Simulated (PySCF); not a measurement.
# WOCl: quartet, from a linear start

Where does quartet WOCl go from a linear start, is the end point a minimum, and what are its modes, charges and moments?

Program: PySCF 2.14.0. Level of theory: PBE0, basis W def2-TZVP with ECP60, O def2-TZVP, Cl def2-TZVP, scalar-relativistic core potentials, no spin–orbit coupling, density fitting. These are calculated values, not measurements.

### Step 1. The starting structure

3 atoms, charge 0, spin multiplicity 4.

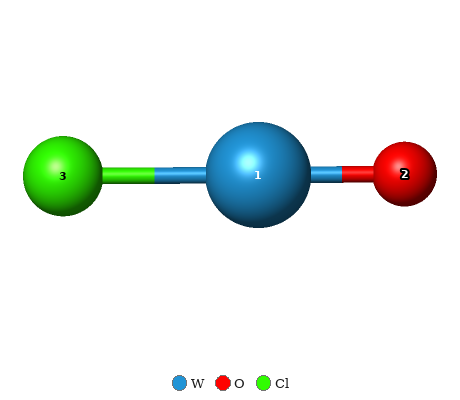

Start geometry, drawn with tungsten blue, oxygen red, chlorine green; atoms are numbered from 1 in the order of the file.

Coordinates in bohr (charge 0 multiplicity 4):
```
W     0.0000    0.0000    0.0000
O     0.0000    0.0000   -3.3448
Cl    0.0000    0.0000    4.4598
```

### Step 2. The SCF at the typed geometry

The steps below are one call of a driver around PySCF. For each, scf.py gives the equivalent set-up of the SCF; relaxations use the driver's own optimiser. After this first run the driver tries any further starts and a stability analysis.

The input, scf.py:

```python
from pyscf import gto, scf, dft
mol = gto.M(atom='''
W      0.000000     0.000000     0.000000
O      0.000000     0.000000    -1.770000
Cl     0.000000     0.000000     2.360000''',
    basis={'W': 'def2-TZVP', 'O': 'def2-TZVP', 'Cl': 'def2-TZVP'},
    ecp={'W': 'def2-TZVP'},
    charge=0, spin=3)
mf = dft.UKS(mol, xc='PBE0')
mf.grids.atom_grid = (50, 194)
aux = {'W': 'def2-universal-JKFIT', 'O': 'def2-universal-JKFIT', 'Cl': 'def2-universal-JKFIT'}
mf = mf.density_fit(auxbasis=aux)
mf.conv_tol = 1e-08
mf.diis_space = 10
mf.max_cycle = 60
mf.init_guess = 'minao'
mf.verbose = 4
mf.kernel()
```

Run with:

```
$ OMP_NUM_THREADS=4 python axn.py task.json out
```

The log of the run:

```text
init E= -583.31378394265
[... the frontier-level lines of each cycle are left out ...]
cycle= 1 E= -601.980982443646  delta_E= -18.7  |g|= 0.925  |ddm|= 5.21
cycle= 2 E= -595.845056596336  delta_E= 6.14  |g|= 3.18  |ddm|= 2.31
cycle= 3 E= -602.309710245022  delta_E= -6.46  |g|= 0.267  |ddm|=    2
cycle= 4 E= -602.330839900887  delta_E= -0.0211  |g|= 0.206  |ddm|= 0.403
cycle= 5 E= -602.350510667569  delta_E= -0.0197  |g|= 0.0431  |ddm|=  0.2
cycle= 6 E= -602.351378627257  delta_E= -0.000868  |g|= 0.0183  |ddm|= 0.045
cycle= 7 E= -602.351651782255  delta_E= -0.000273  |g|= 0.00624  |ddm|= 0.0177
cycle= 8 E= -602.351779910351  delta_E= -0.000128  |g|= 0.00381  |ddm|= 0.0163
cycle= 9 E= -602.351825377261  delta_E= -4.55e-05  |g|= 0.00158  |ddm|= 0.0133
cycle= 10 E= -602.351828384474  delta_E= -3.01e-06  |g|= 0.000287  |ddm|= 0.00367
cycle= 11 E= -602.351828443268  delta_E= -5.88e-08  |g|= 5.55e-05  |ddm|= 0.000419
cycle= 12 E= -602.351828447516  delta_E= -4.25e-09  |g|= 2.2e-05  |ddm|= 0.00011
Extra cycle  E= -602.351828447845  delta_E= -3.3e-10  |g|= 2.04e-05  |ddm|= 4.15e-05
converged SCF energy = -602.351828447845  <S^2> = 3.8084035  2S+1 = 4.0290959
```

This step, with its further starts and checks, ran for 9.2 s (4 threads of Intel Xeon Platinum 8488C (Sapphire Rapids), shared host).

Energies from each starting density:

| start | energy (Eh) |
| --- | --- |
| the minimal-basis guess | -602.351828 |
| a thermally smeared density | -602.351828 |
| a smeared PBE density | -602.351828 |

The test of internal stability and the other starts found no lower solution of this spin.

### Step 3. Linear start, quartet: relaxation

The program finds C∞v symmetry in the start, which this walk keeps. Threshold on the gradient: 0.0003 Eh/bohr, with a further test on the energy change.

scf.py, as its differences from that of step 2:

```diff
@@ -3,3 +3,3 @@
-W      0.000000     0.000000     0.000000
-O      0.000000     0.000000    -1.770000
-Cl     0.000000     0.000000     2.360000''',
+W      0.000000    -0.000000    -0.230788
+O      0.000000    -0.000000    -2.000788
+Cl     0.000000     0.000000     2.129212''',
@@ -16 +15,0 @@
-mf.init_guess = 'minao'
```

The optimiser's trace:

| step | energy (Eh) | change (kJ/mol) | largest symmetric gradient (Eh/bohr) |
| --- | --- | --- | --- |
| 0 | -602.351828 | 0.00 | 0.06409 |
| 1 | -602.356125 | -11.28 | 0.02334 |
| 2 | -602.356547 | -12.39 | 0.00405 |
| 3 | -602.356562 | -12.43 | 0.00020 |
| 4 | -602.356563 | -12.43 | 0.00002 |

The walk took 8.8 s.

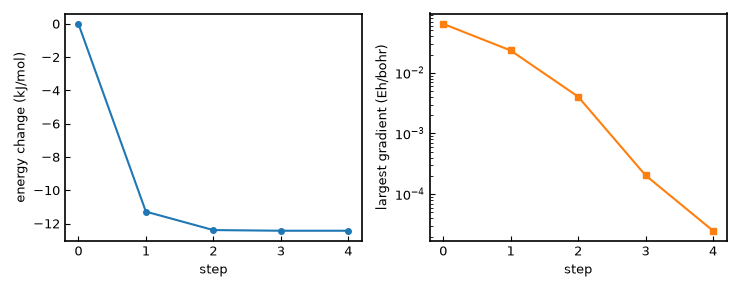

Energy and largest gradient along the walk.

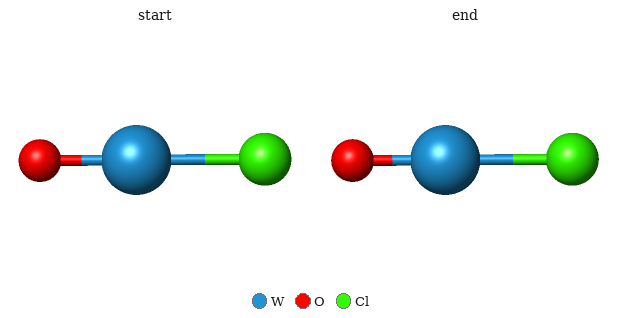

Start and end of the relaxation.

It settles in C∞v symmetry, 12.4 kJ/mol below the start, after 4 steps: W–Cl 2.332 Å, W–O 1.702 Å; Cl–W–O 180.0°.

### Step 4. Vibrations and properties at this point

The point is checked on the finer grid, and tightened if its gradient asks for it. The Hessian and the dipole derivatives come from central differences of analytic gradients, with steps of 0.02 bohr.

scf.py, as its differences from that of step 3:

```diff
@@ -3,3 +3,3 @@
-W      0.000000    -0.000000    -0.230788
-O      0.000000    -0.000000    -2.000788
-Cl     0.000000     0.000000     2.129212''',
+W      0.000000    -0.000000    -0.231266
+O      0.000000    -0.000000    -1.933117
+Cl     0.000000     0.000000     2.100771''',
@@ -10 +10 @@
-mf.grids.atom_grid = (50, 194)
+mf.grids.atom_grid = (75, 302)
@@ -13 +13 @@
-mf.conv_tol = 1e-08
+mf.conv_tol = 1e-10
```

This SCF starts from the last density.

SCF at the final geometry:

```text
init E= -602.35655208404
[... the frontier-level lines of each cycle are left out ...]
cycle= 1 E= -602.356552084025  delta_E= 1.57e-11  |g|= 7.44e-06  |ddm|= 5.67e-06
Extra cycle  E= -602.35655208386  delta_E= 1.64e-10  |g|= 2.19e-05  |ddm|= 1.38e-05
converged SCF energy = -602.35655208386  <S^2> = 3.7877736  2S+1 = 4.0188424
```

The whole step took 27 s.

Geometry: C∞v; W–Cl 2.332 Å, W–O 1.702 Å; Cl–W–O 180.0°.

Harmonic modes (main isotopes):

```tsv
symmetry	ω (cm⁻¹)	IR (km/mol)	μ (u)	type
π	100i	17.2	21.21	bend
σ+	368	66.7	39.42	stretch
σ+	1016	192	17.12	stretch
```

2 modes are imaginary, the largest at 100i cm⁻¹: a saddle point, not a minimum.

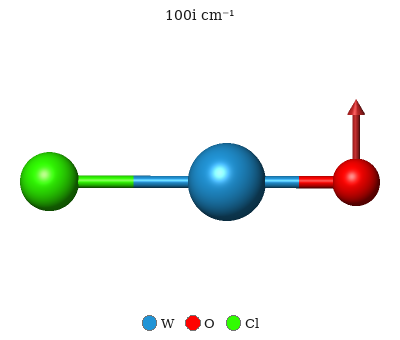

The imaginary mode, as arrows.

Constants and moments:

```yaml
Dipole_moment: 0.46 D
Highest_occupied_level: -7.46 eV
Lowest_empty_level: -3.31 eV
Rotational_constants: 0.07528 cm⁻¹
Zero-point_energy_real_modes: 8.3 kJ/mol
Principal_polarisabilities: 46.2, 46.2, 71.8 bohr³
Atomisation_energy_without_zero-point_energy: 1130 kJ/mol
Principal_traceless_quadrupole_moments_about_the_centre_of_mass: -11.70, 5.85, 5.85 D Å
Spin_squared_⟨S²⟩: 3.788
```

Charges (e) and bond orders:

```json
{"atom": "W1", "Mulliken": "0.87", "Löwdin": "0.35", "polar tensor": "1.33", "spin (Mulliken)": "3.28", "Mayer order to W1": "–"}
{"atom": "O2", "Mulliken": "-0.47", "Löwdin": "-0.29", "polar tensor": "-0.76", "spin (Mulliken)": "-0.21", "Mayer order to W1": "2.20"}
{"atom": "Cl3", "Mulliken": "-0.40", "Löwdin": "-0.06", "polar tensor": "-0.57", "spin (Mulliken)": "-0.06", "Mayer order to W1": "1.00"}
```

Outer orbital energies (eV). α occupied: -11.04, -11.04, -9.74, -9.53, -9.53, -7.83, -7.83, -7.46; empty: -2.53, -2.53, -0.23, -0.23. β occupied: -26.23, -22.70, -12.08, -11.00, -11.00, -9.67, -9.67, -9.56; empty: -3.31, -2.32, -2.32, -1.50.

Mulliken populations on W1 (outside its core potential): s 2.79, p 6.25, d 4.01, f 0.08.

### Step 5. Downhill along the imaginary mode

The atoms are moved a little along the softest imaginary mode and relaxed again.

The program finds Cs symmetry in the start, which this walk keeps. Threshold on the gradient: 0.0003 Eh/bohr, with a further test on the energy change.

scf.py, as its differences from that of step 4:

```diff
@@ -3,3 +3,3 @@
-W      0.000000    -0.000000    -0.231266
-O      0.000000    -0.000000    -1.933117
-Cl     0.000000     0.000000     2.100771''',
+W      0.000862     0.037592    -0.231266
+O     -0.005731    -0.249934    -1.933117
+Cl    -0.001913    -0.083428     2.100771''',
@@ -10 +10 @@
-mf.grids.atom_grid = (75, 302)
+mf.grids.atom_grid = (50, 194)
@@ -13 +13 @@
-mf.conv_tol = 1e-10
+mf.conv_tol = 1e-08
```

Steps of the walk:

| step | energy (Eh) | change (kJ/mol) | largest symmetric gradient (Eh/bohr) |
| --- | --- | --- | --- |
| 0 | -602.356748 | 0.00 | 0.02710 |
| 1 | -602.357584 | -2.20 | 0.00919 |
| 2 | -602.357959 | -3.18 | 0.00517 |
| 3 | -602.358761 | -5.29 | 0.01721 |
| 4 | -602.359065 | -6.09 | 0.02593 |
| 5 | -602.359697 | -7.74 | 0.01878 |
| 6 | -602.360436 | -9.68 | 0.00294 |
| 7 | -602.360480 | -9.80 | 0.00432 |
| 8 | -602.360500 | -9.85 | 0.00168 |
| 9 | -602.360503 | -9.86 | 0.00003 |

The walk took 22 s.

Geometry (Å) and forces (eV/Å) at some steps:

```
step 0
W    0.001   0.038  -0.231  -0.001  -0.064  -1.173
O   -0.006  -0.250  -1.933   0.003   0.130   1.393
Cl  -0.002  -0.083   2.101  -0.002  -0.066  -0.221
step 1
W    0.001   0.052  -0.241   0.008   0.335   0.430
O   -0.006  -0.257  -1.903  -0.005  -0.229  -0.473
Cl  -0.002  -0.091   2.080  -0.003  -0.105   0.042
step 5
W    0.005   0.230  -0.247  -0.005  -0.248  -0.783
O   -0.008  -0.358  -1.853   0.006   0.271   0.966
Cl  -0.004  -0.168   2.036  -0.001  -0.022  -0.183
step 9
W    0.007   0.310  -0.258   0.000   0.000  -0.001
O   -0.009  -0.401  -1.791   0.000   0.003   0.001
Cl  -0.005  -0.205   1.985   0.000  -0.003   0.000
```

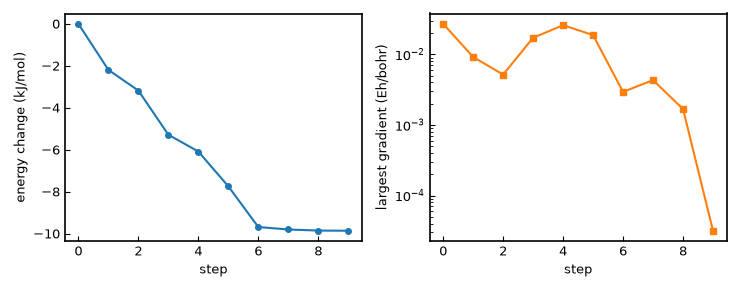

How energy and gradient fall.

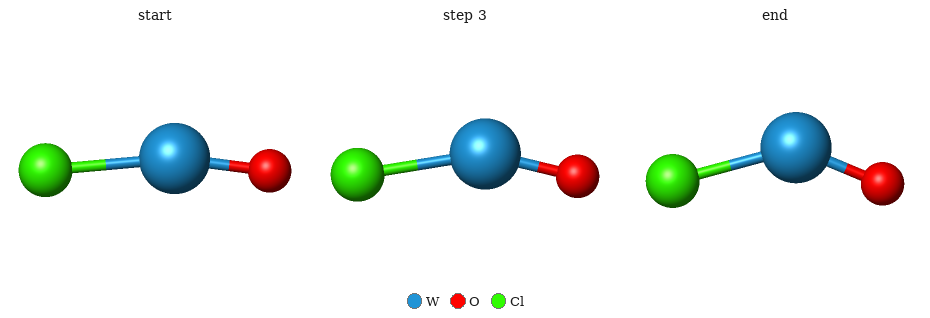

Start and end of the relaxation, with a step between.

After 9 steps and 9.9 kJ/mol it ends at Cs: W–Cl 2.302 Å, W–O 1.689 Å; Cl–W–O 142.2°.

### Step 6. Frequencies

The same treatment as at the point before.

scf.py, as its differences from that of step 5:

```diff
@@ -3,3 +3,3 @@
-W      0.000862     0.037592    -0.231266
-O     -0.005731    -0.249934    -1.933117
-Cl    -0.001913    -0.083428     2.100771''',
+W      0.002866     0.124994    -0.229545
+O     -0.013420    -0.585276    -1.762389
+Cl    -0.008938    -0.389814     2.013629''',
@@ -10 +10 @@
-mf.grids.atom_grid = (50, 194)
+mf.grids.atom_grid = (75, 302)
@@ -13 +13 @@
-mf.conv_tol = 1e-08
+mf.conv_tol = 1e-10
```

Log of the central SCF (cycles and frontier levels):

```text
init E= -602.360504309045
[... the frontier-level lines of each cycle are left out ...]
cycle= 1 E= -602.360504309049  delta_E= -4.43e-12  |g|= 1.02e-06  |ddm|= 2.51e-06
Extra cycle  E= -602.36050430905  delta_E= -7.96e-13  |g|= 1.72e-06  |ddm|= 1.76e-06
converged SCF energy = -602.36050430905  <S^2> = 3.7788777  2S+1 = 4.0144129
```

The whole step ran for 40 s (4 threads of Intel Xeon Platinum 8488C (Sapphire Rapids), shared host).

Geometry: Cs; W–Cl 2.302 Å, W–O 1.689 Å; Cl–W–O 142.2°.

Modes, for the most abundant isotopes:

```json
{"symmetry": "a'", "ω (cm⁻¹)": "118", "IR (km/mol)": "3.7", "μ (u)": "20.68", "type": "bend"}
{"symmetry": "a'", "ω (cm⁻¹)": "382", "IR (km/mol)": "58.8", "μ (u)": "39.82", "type": "stretch"}
{"symmetry": "a'", "ω (cm⁻¹)": "1035", "IR (km/mol)": "171", "μ (u)": "17.20", "type": "stretch"}
```

Every mode is real; the point is a minimum.

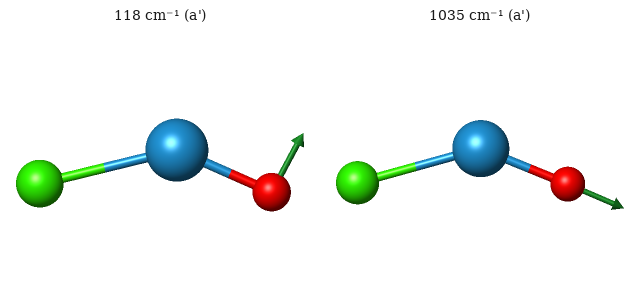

How the atoms move in 2 of the modes.

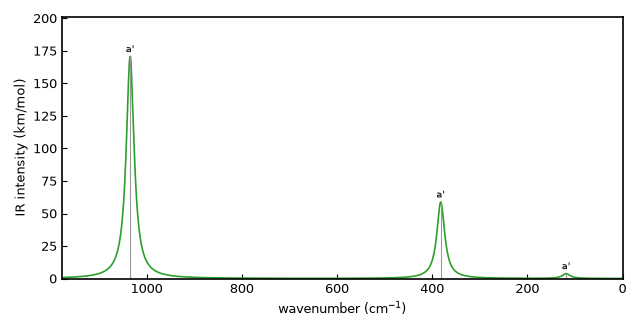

The harmonic infrared spectrum (widths in cm⁻¹). Lines are broadened to a width of 20 cm⁻¹ (Lorentzian).

Constants and moments:

```yaml
Dipole_moment: 1.50 D
Highest_occupied_level: -6.97 eV
Lowest_empty_level: -3.13 eV
Rotational_constants: 1.373, 0.08322, 0.07847 cm⁻¹
Zero-point_energy: 9.2 kJ/mol
Principal_polarisabilities: 46.5, 49.1, 69.1 bohr³
Atomisation_energy_without_zero-point_energy: 1141 kJ/mol
Principal_traceless_quadrupole_moments_about_the_centre_of_mass: -8.77, 3.41, 5.36 D Å
Entropy_at_298.15_K_and_1_bar_electronic_part_spin_only: 309.6 J/(mol K)
Heat_capacity_Cp_at_298.15_K: 49.1 J/(mol K)
Enthalpy_at_298.15_K_above_0_K: 12.70 kJ/mol
Rotational_symmetry_number: 1
Spin_squared_⟨S²⟩: 3.779
```

Populations by atom (charges in e):

```tsv
atom	Mulliken	Löwdin	polar tensor	spin (Mulliken)	Mayer order to W1
W1	0.83	0.29	1.22	3.21	–
O2	-0.46	-0.28	-0.70	-0.18	2.22
Cl3	-0.38	-0.02	-0.52	-0.03	1.04
```

Outer orbital energies (eV). α occupied: -11.28, -11.11, -10.28, -9.90, -9.66, -7.66, -7.41, -6.97; empty: -2.61, -2.09, -0.20, -0.13. β occupied: -26.23, -22.82, -11.99, -11.16, -11.07, -10.05, -9.80, -9.62; empty: -3.13, -2.16, -2.10, -1.53.

Mulliken populations on W1 (outside its core potential): s 2.79, p 6.28, d 4.02, f 0.07.

### Step 7. All stationary points

| spin | group | bonds | imaginary modes (cm⁻¹) | ΔE (kJ/mol) | with zero-point energy |
| --- | --- | --- | --- | --- | --- |
| quartet | Cs | W–Cl 2.302 Å, W–O 1.689 Å | none | 0.0 | 0.0 |
| quartet | C∞v | W–Cl 2.332 Å, W–O 1.702 Å | 100i, 100i | 10.4 | – |

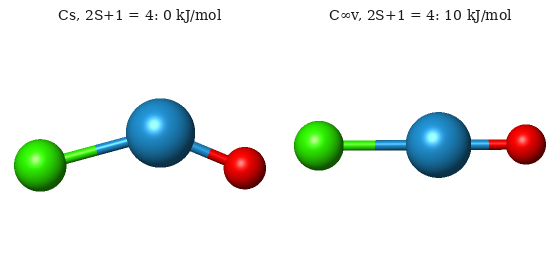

The points, lowest first (tungsten blue, oxygen red, chlorine green).

### Step 8. Summary of results

```
                                          quantity                                     value
                                           minimum                               quartet, Cs
                                          geometry  W–Cl 2.302 Å, W–O 1.689 Å; Cl–W–O 142.2°
                                wavenumbers (cm⁻¹)             118 (a'), 382 (a'), 1035 (a')
                                     dipole moment                                    1.50 D
highest occupied, lowest empty level (either spin)                           -6.97, -3.13 eV
                         polar-tensor charge of W1                                   +1.22 e
                                 zero-point energy                                9.2 kJ/mol
                               entropy at 298.15 K                           309.6 J/(mol K)
         atomisation energy (no zero-point energy)                               1141 kJ/mol
                                              ⟨S²⟩                                     3.779
```

**Reading.** From C∞v at the start the molecule goes to a Cs minimum, after a stop at a second-order saddle point 10.4 kJ/mol higher, from which it was pushed off along an imaginary mode. The strongest infrared band lies at 1035 cm⁻¹ (a', stretch). Most of the spin sits on W1 (Mulliken spin 3.21, against 3 for the whole molecule). Other starts or spin states, not run here, may lie lower. Open d and f shells are described by one determinant, and the ground state may have another occupation or spin. With an element this heavy the missing spin–orbit coupling can shift these numbers.

The search up to here took 1.8 min.
